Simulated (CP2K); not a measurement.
# PM6 run of SiPH3O2 (SMILES OP1O[SiH2]1)

Aim: the energy change on altering one bond length of SiPH3O2 at PM6, from 2 runs. 

Program for the calculation: CP2K 2026.2.

6 further runs of the same task are left out: 3 that didn't finish, 3 set aside as unsound or not needed.

**1. Starting point**

The species is SiPH3O2 (7 atoms), meant as a singlet with charge 0. SMILES: `OP1O[SiH2]1`. The shape is that of a GFN2-xTB optimisation. This is one conformer, not always the lowest.

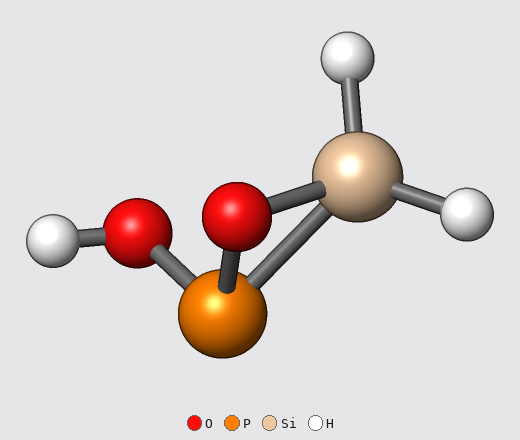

The structure, seen from a chosen angle (oxygen red, phosphorus orange, silicon light orange, hydrogen white).

**2. A single-point energy at PM6**

molecule.pdb reads:

```
HETATM    1 O    MOL A   1      -1.568   0.111  -0.906  1.00  0.00           O
HETATM    2 P    MOL A   1      -0.111  -0.609  -1.101  1.00  0.00           P
HETATM    3 O    MOL A   1       0.247  -1.068   0.542  1.00  0.00           O
HETATM    4 Si   MOL A   1       0.994   0.398   0.515  1.00  0.00          SI
HETATM    5 H    MOL A   1      -2.306  -0.503  -0.914  1.00  0.00           H
HETATM    6 H    MOL A   1       0.309   1.403   1.306  1.00  0.00           H
HETATM    7 H    MOL A   1       2.436   0.268   0.558  1.00  0.00           H
END
```

qs.inp reads:

```
&FORCE_EVAL
  METHOD QUICKSTEP
  &DFT
    &QS
      METHOD PM6
      EPS_DEFAULT 1.0E-10
      &SE
        &COULOMB
          CUTOFF [angstrom] 50
          RC_RANGE [angstrom] 0
        &END
        &EXCHANGE
          CUTOFF [angstrom] 50
          RC_RANGE [angstrom] 0
        &END
      &END
    &END
    &POISSON
      PERIODIC NONE
      POISSON_SOLVER ANALYTIC
    &END
    &SCF
      SCF_GUESS ATOMIC
      EPS_SCF 1.0E-06
      MAX_SCF 150
      &DIAGONALIZATION
        ALGORITHM STANDARD
      &END
      &MIXING
        METHOD DIRECT_P_MIXING
        ALPHA 0.4
      &END
    &END
    &PRINT
      &MOMENTS
        PERIODIC F
        REFERENCE COM
        MAX_MOMENT 1
      &END
      &MO ON
        ENERGIES T
        OCCUPATION_NUMBERS T
        NDIGITS 6
        &EACH
          QS_SCF 0
        &END
        ADD_LAST NUMERIC
      &END
      &HIRSHFELD OFF
      &END
    &END
  &END
  &SUBSYS
    &CELL
      ABC 20.7 18.5 18.4
      PERIODIC NONE
    &END
    &TOPOLOGY
      COORD_FILE_NAME molecule.pdb
      COORD_FILE_FORMAT PDB
      CONN_FILE_FORMAT OFF
      &CENTER_COORDINATES
      &END
    &END
  &END
&END

&GLOBAL
  PROJECT qs
  RUN_TYPE ENERGY
  PRINT_LEVEL MEDIUM
&END
```

Command:

```console
OMP_NUM_THREADS=1 cp2k.psmp qs.inp > qs.out
```

Output, cut to the lines that bear on the results:

```text
CP2K| version string:                                       CP2K version 2026.2
[...]
 GLOBAL| Method name                                                        CP2K
[...]
 GLOBAL| Run type                                                         ENERGY
[...]
                             - Atoms:                                          7
[...]
                             - Spherical basis functions:                     29
[...]
 Number of electrons:                                                         24
[...]
     1 P_Mix/Diag. 0.40E+00    0.0     0.69330565       -26.0834913712 -2.61E+01
[...]
    18 DIIS/Diag.  0.74E-07    0.0     0.00000013       -31.0147216434 -1.72E-12
  *** SCF run converged in    18 steps ***
  Core-core repulsion energy [eV]:                           1263.39332750170206
  Core Hamiltonian energy [eV]:                             -1407.20338025862839
  Two-electron integral energy [eV]:                        -1400.28688617205830
  Electronic energy [eV]:                                   -2107.34682334465742
  Total energy [eV]:                                         -843.95349584295536
  Atomic reference energy [eV]:                               836.01228458359049
  Heat of formation [kcal/mol]:                              -183.12869659905144
[...]
 SE_DIPOLE| Moment [Debye]         -0.65728394      -1.40389339       0.43004895
 SE_DIPOLE| Derivative [a.u.]       0.00000000       0.00000000       0.00000000
 ENERGY| Total FORCE_EVAL ( QS ) energy [hartree]            -31.014721643405640
[...]
```

Wall time 0.22 s (1 thread of Arm Neoverse V2, shared host).

**3. The distorted shape**

molecule.pdb reads:

```
HETATM    1 O    MOL A   1      -2.434   0.189  -0.932  1.00  0.00           O
HETATM    2 P    MOL A   1      -0.977  -0.531  -1.126  1.00  0.00           P
HETATM    3 O    MOL A   1      -0.618  -0.991   0.517  1.00  0.00           O
HETATM    4 Si   MOL A   1       0.128   0.476   0.490  1.00  0.00          SI
HETATM    5 H    MOL A   1      -3.172  -0.426  -0.940  1.00  0.00           H
HETATM    6 H    MOL A   1      -0.557   1.481   1.280  1.00  0.00           H
HETATM    7 H    MOL A   1       2.436   0.268   0.558  1.00  0.00           H
END
```

mol.inp reads:

```
&FORCE_EVAL
   METHOD Quickstep
   &DFT
      &QS
         METHOD PM6
         EPS_DEFAULT 1.0E-10
         &SE
            &COULOMB
               CUTOFF [angstrom] 50
               RC_RANGE [angstrom] 0
            &END COULOMB
            &EXCHANGE
               CUTOFF [angstrom] 50
               RC_RANGE [angstrom] 0
            &END EXCHANGE
         &END SE
      &END QS
      &POISSON
         PERIODIC NONE
         POISSON_SOLVER ANALYTIC
      &END POISSON
      &SCF
         SCF_GUESS ATOMIC
         EPS_SCF 1.0E-06
         MAX_SCF 150
         &DIAGONALIZATION
            ALGORITHM STANDARD
         &END DIAGONALIZATION
         &MIXING
            METHOD DIRECT_P_MIXING
            ALPHA 0.4
         &END MIXING
      &END SCF
      &PRINT
         &MOMENTS
            PERIODIC F
            REFERENCE COM
            MAX_MOMENT 1
         &END MOMENTS
         &MO ON
            ENERGIES T
            OCCUPATION_NUMBERS T
            NDIGITS 6
            &EACH
               QS_SCF 0
            &END EACH
            ADD_LAST NUMERIC
         &END MO
         &HIRSHFELD OFF
         &END HIRSHFELD
      &END PRINT
   &END DFT
   &SUBSYS
      &CELL
         ABC 21.6 18.5 18.4
         PERIODIC NONE
      &END CELL
      &TOPOLOGY
         COORD_FILE_NAME molecule.pdb
         COORD_FILE_FORMAT PDB
         CONN_FILE_FORMAT OFF
         &CENTER_COORDINATES
         &END CENTER_COORDINATES
      &END TOPOLOGY
   &END SUBSYS
&END FORCE_EVAL

&GLOBAL
   PROJECT_NAME mol
   RUN_TYPE ENERGY
   PRINT_LEVEL MEDIUM
&END GLOBAL
```

Command:

```console
OMP_NUM_THREADS=1 cp2k.psmp -i mol.inp > mol.out 2>&1
```

Output, cut to the lines that bear on the results:

```text
CP2K| version string:                                       CP2K version 2026.2
[...]
 GLOBAL| Method name                                                        CP2K
[...]
 GLOBAL| Run type                                                         ENERGY
[...]
                             - Atoms:                                          7
[...]
                             - Spherical basis functions:                     29
[...]
 Number of electrons:                                                         24
[...]
     1 P_Mix/Diag. 0.40E+00    0.0     0.64343068       -26.1921597884 -2.62E+01
[...]
    18 DIIS/Diag.  0.54E-07    0.0     0.00000052       -30.9045212372 -7.92E-12
  *** SCF run converged in    18 steps ***
  Core-core repulsion energy [eV]:                           1241.23197117227596
  Core Hamiltonian energy [eV]:                             -1403.19596516677575
  Two-electron integral energy [eV]:                        -1357.98159258590817
  Electronic energy [eV]:                                   -2082.18676145972950
  Total energy [eV]:                                         -840.95479028745387
  Atomic reference energy [eV]:                               836.01228458359049
  Heat of formation [kcal/mol]:                              -113.97689822374333
[...]
 SE_DIPOLE| Moment [Debye]         -0.93654982      -1.41130076       0.44442940
 SE_DIPOLE| Derivative [a.u.]       0.00000000       0.00000000       0.00000000
 ENERGY| Total FORCE_EVAL ( QS ) energy [hartree]            -30.904521237159891
[...]
```

Wall time 0.22 s (1 thread of Arm Neoverse V2, shared host).

**4. Results**

Level: PM6.

| quantity | value |
| --- | --- |
| first shape: total energy | -31.01472 Eh |
| first shape: dipole moment | 1.61 D |
| first shape: HOMO energy | -8.77 eV |
| first shape: heat of formation | -183.1 kcal/mol |
| distorted shape: total energy | -30.90452 Eh |
| distorted shape: dipole moment | 1.75 D |
| distorted shape: HOMO energy | -8.60 eV |
| distorted shape: heat of formation | -114.0 kcal/mol |
| energy change with the Si4–H7 bond stretched from 1.448 to 2.318 Å | 2.999 eV |

**Reading.** One bond (distorted shape) is far stretched, which a spin-restricted single reference describes badly. With the Si4–H7 bond stretched from 1.448 to 2.318 Å the energy rises by 3.00 eV (289 kJ/mol). The first shape isn't relaxed at this level, so the change isn't measured from a minimum. A restricted reference can't describe the breaking bond well at this length.
